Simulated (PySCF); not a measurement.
**C4H11B (BH2(tBu)): density, localisation and related maps**

The calculation's input:

```
{"job": {"kind": "uv", "xc": "CAM-B3LYP", "basis": "def2-SVPD", "ip": false, "nstates": 10}, "charge": 0, "multiplicity": 1}
B      0.788669     1.429392     0.088625
H      1.870135     1.497701     0.630215
H      0.219711     2.457101    -0.210119
C      0.075465     0.049854    -0.087569
C     -0.651720     0.030646     1.281890
C      1.025470    -1.143451    -0.177659
C     -0.957799     0.010118    -1.212512
H     -1.226517    -0.907996     1.370572
H      0.049191     0.063081     2.132161
H     -1.365246     0.863354     1.390240
H      1.757922    -1.140734     0.644436
H      1.589830    -1.134191    -1.123734
H      0.472435    -2.098099    -0.134278
H     -0.474557     0.062865    -2.200988
H     -1.664185     0.851876    -1.143592
H     -1.543174    -0.925477    -1.181258
```

Run with:

```sh
OMP_NUM_THREADS=1 python probes_run.py task.json out
```

Geometry: PBE0-D3(BJ)/def2-SVP.

Method: CAM-B3LYP/def2-SVPD, SCF density, gas phase in PySCF.

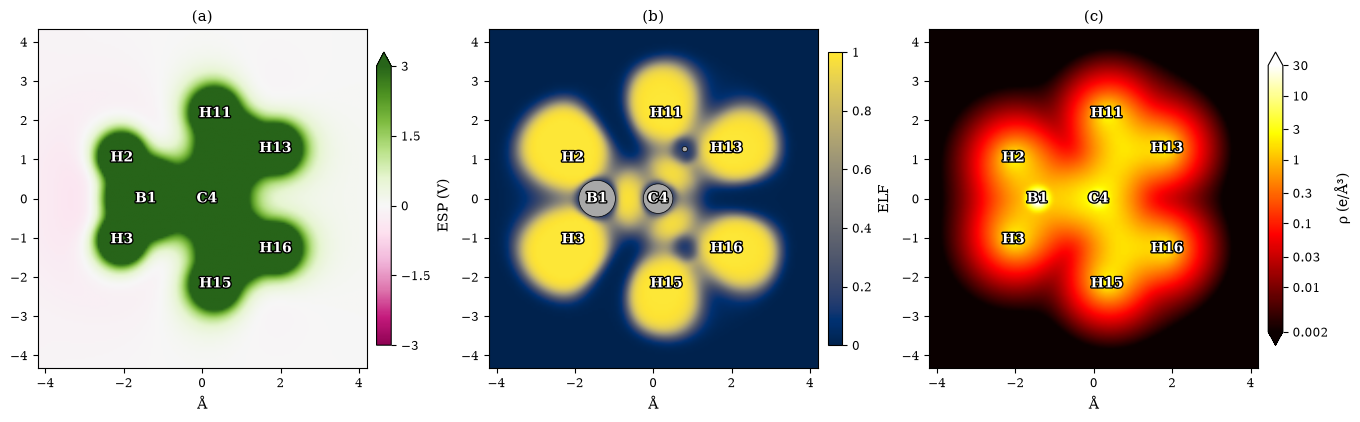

Figure 1. (a) molecular electrostatic potential; (b) ELF; (c) total electron density on the plane of atoms H2, B1 and H3. Grey discs cover the atomic cores in the ELF map.

Q: Read the bonding off the picture.

A: The plane passes through B, H and C nuclei.
C–B (1.56 Å): ρ at the midpoint is about 1.5 e/Å³; the ELF peaks at about 1 between the atoms: localised, covalent bonding.
B–H (1.21 Å): the density is about 1.2 e/Å³ at the midpoint; the ELF climbs to about 1 towards the hydrogen, as it does in any bond to H: an ordinary covalent bond to hydrogen.
Outside the dense part of the molecule the potential is most negative (−0.5 V) near H2 and H3.

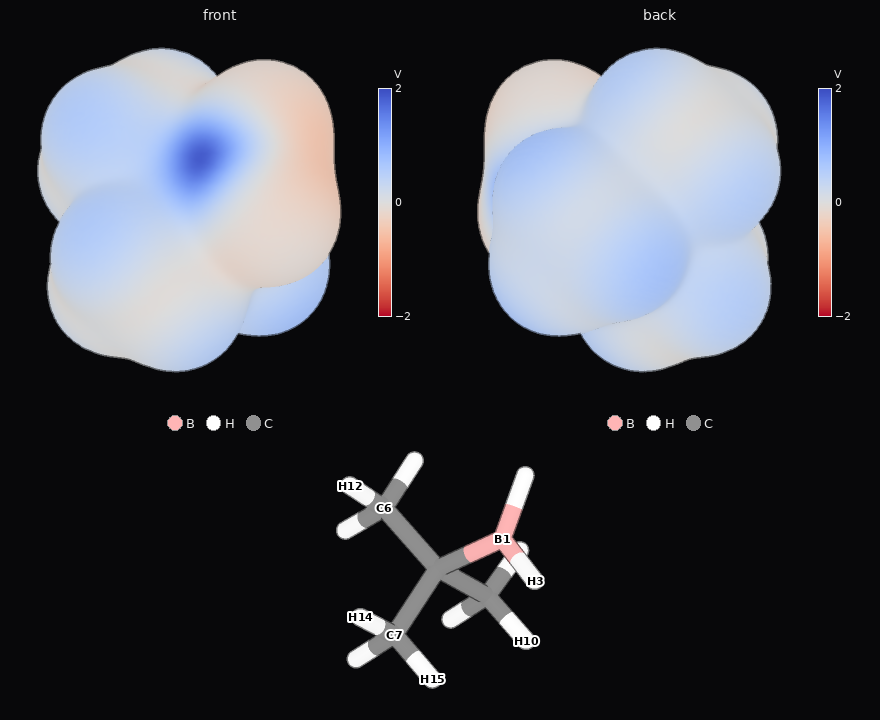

Figure 2. The electrostatic potential painted on the density surface at 0.002 e/bohr³, seen from the front and from behind; the colour scale runs from red (negative) to blue (positive). The bare structure is drawn below in the same view.

Q: Describe the electrostatic potential map.

A: The most negative region (about −0.4 V, or −9 kcal/mol for a unit charge) lies over H3, the most positive (about +1.6 V, or +37 kcal/mol for a unit charge) over B1.
